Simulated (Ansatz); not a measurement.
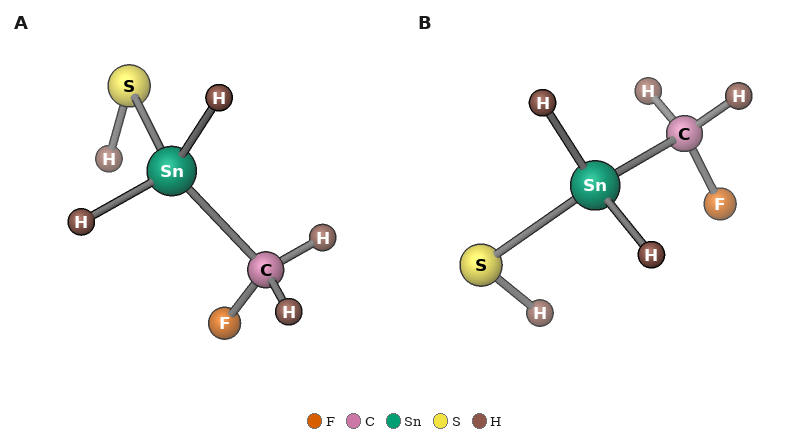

Atoms fade into the background with distance from the viewer. Computed geometry: PBE0-D4/def2-TZVP optimisation.

**Are A and B the same structure? If not, how do they differ?**

Yes. They are the same structure, CH5FSSn (F[CH2][SnH2][SH]), seen from two directions: a rotation takes one into the other. The geometry is chiral (C1), so its mirror image would differ.
